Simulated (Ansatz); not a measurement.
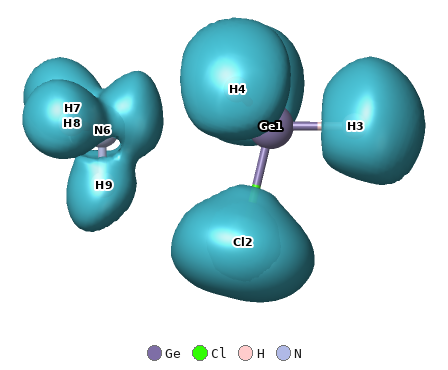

ClGeH3···NH3. Isosurface of the electron localisation function at 0.75 (cyan), seen across its widest extent. Core shells and regions of very low density are left out.

Theory: RKS PBE-D4/def2-mTZVP (Ansatz).

Input file:

```
crystal:
  periodic: [false, false, false]
  atoms:
    - { symbol: Ge, position_ang: [0.385417, 0.043662, -0.081374] }
    - { symbol: Cl, position_ang: [0.503239, -0.098773, 2.126396] }
    - { symbol: H, position_ang: [1.871824, -0.00847, -0.527251] }
    - { symbol: H, position_ang: [-0.25422, 1.395571, -0.439669] }
    - { symbol: H, position_ang: [-0.382664, -1.192112, -0.585964] }
    - { symbol: "N", position_ang: [-2.541389, -0.014307, 0.97194] }
    - { symbol: H, position_ang: [-3.284578, -0.702975, 0.821912] }
    - { symbol: H, position_ang: [-3.006589, 0.871002, 1.185483] }
    - { symbol: H, position_ang: [-2.04654, -0.293598, 1.843427] }
basis:
  gaussian: { orbitals: def2-mTZVP }
hamiltonian:
  xc: pbe
  dispersion: d4
relax:
  f_tol: 0.03
  max_steps: 50
output:
  orbitals: {}
```

Run with:

```sh
ansatz run input.yaml --threads 2 --pin off --max-ram 3072MiB --backend cpu --events-out ev --progress --plain --runs-dir out
```

The fields are those of the run's last geometry, not of the input's.

### Describe the localisation domains.

The surface consists of three regions around hydrogen nuclei, one region wrapped around Cl (its valence shell) and one joined region spread over several atoms (H, N), in which their bonds and any lone pairs are merged. Profiles from the grid: Ge1···N6 (3.13 Å): the ELF dips to about 0.05 between them. Ge–Cl (2.20 Å): the ELF peaks at about 0.85 in the valence shell of Cl, 0.9 Å from its nucleus, and is about 0.65 at the midpoint.
